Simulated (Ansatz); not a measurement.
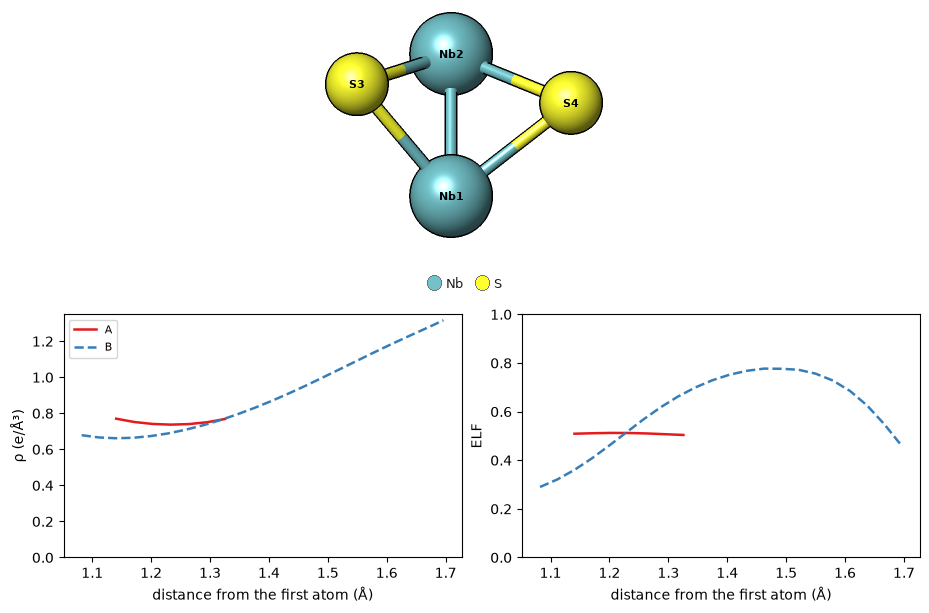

Figure 1: Nb2S2 (charge +1, quartet). Electron density and ELF along straight lines between neighbouring atoms. The curves leave out the atomic cores. The structure is drawn too.

Geometry: PBE-D4/def2-SVP; core potentials replace the inner electrons of Nb.

Computed with UKS PBE0-D4/def2-TZVP (Ansatz 0.2.0).

Q: Which curve belongs to which contact (Nb–Nb and Nb–S)? The first atom named is at distance zero.

A: Curve A: Nb–Nb (2.47 Å): ρ is about 0.74 e/Å³ halfway; the ELF is about 0.50 at the midpoint. Curve B: Nb–S (2.34 Å): ρ at the midpoint is about 0.66 e/Å³; the ELF peaks at about 0.80 in the valence shell of S, 0.9 Å from its nucleus, and is about 0.40 at the midpoint.
